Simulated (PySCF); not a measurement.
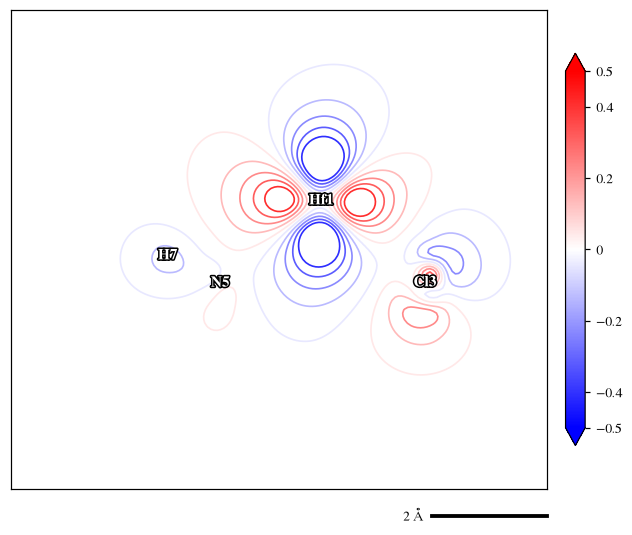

The picture shows: Cl$_{3}$H$_{3}$HfN (charge +1). The LUMO on the plane of atoms Hf1, N5 and H7 (values in Å⁻³ᐟ²; the overall sign is arbitrary).

Core potentials replace the inner electrons of Hf.

Level of theory: RKS PBE0, Hf def2-SVP with ECP60, Cl def2-SVP, N def2-SVP, H def2-SVP; non-relativistic Hamiltonian with scalar-relativistic core potentials where named; density fitting in PySCF.

Input file:

```
mol = gto.M(atom='''
Hf    -0.00959     0.00959    -0.00959
Cl     1.19235     1.55483     1.19235
Cl    -1.55483    -1.19235     1.19235
Cl     1.19235    -1.19235    -1.55483
N     -1.31916     1.31916    -1.31916
H     -1.93972     1.93972    -0.78206
H     -0.78206     1.93972    -1.93972
H     -1.93972     0.78206    -1.93972''',
    basis={'Hf': 'def2-SVP', 'Cl': 'def2-SVP', 'N': 'def2-SVP', 'H': 'def2-SVP'},
    ecp={'Hf': 'def2-SVP'},
    charge=1, spin=0)
mf = dft.RKS(mol, xc='PBE0')
mf.grids.atom_grid = (75, 302)  # f atoms: at least (60, 302), unpruned
mf = mf.density_fit()  # Hf def2-universal-JKFIT, Cl def2-universal-JKFIT, N def2-universal-JKFIT, H def2-universal-JKFIT
mf.conv_tol = 1e-09; mf.max_cycle = 55
mf.kernel(dm0)
```

Run with:

```sh
OMP_NUM_THREADS=2 python run.py
```

Question: Describe this orbital and give its energy.

Answer: By Hirshfeld shares it lies mainly on Hf1 (about 70 %), Cl3 (about 10 %) and Cl4 (about 10 %). It is one of a degenerate set, so its orientation is arbitrary. Its energy is −7.01 eV.
